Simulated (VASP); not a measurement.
Band structure of BaF$_{2}$ (fluorite). Computed with RPBE GGA, VASP's PBE PAW potentials (set 64) (plane waves; VASP 6.6.1).

Unless said otherwise, spin-orbit coupling is left out, though it shifts the bands of the heavy elements here.

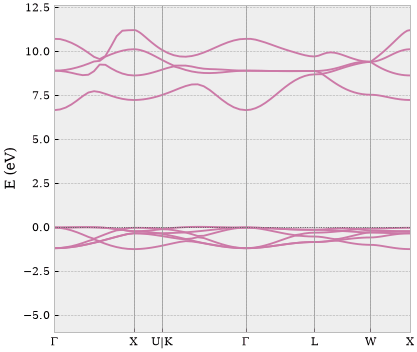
Figure: Bands along high-symmetry lines, zero at the valence-band maximum or, without a gap, the Fermi level

Problem. Read the plot: is there a gap, and where are the band edges?

Solution. The gap is indirect, 6.64 eV, from the valence maximum at K-Γ at 0.43 to the conduction minimum at Γ. (Edges off the drawn lines would not show.)

Measured: gap 10.50 eV (computed value off by -3.86 eV), as given by Andrés Aguado et al., Journal of the Physical Society of Japan (1999), arXiv:cond-mat/9901145.

The compound is BaF2 in the fluorite structure. It was relaxed first, which changed the volume by +10 %.
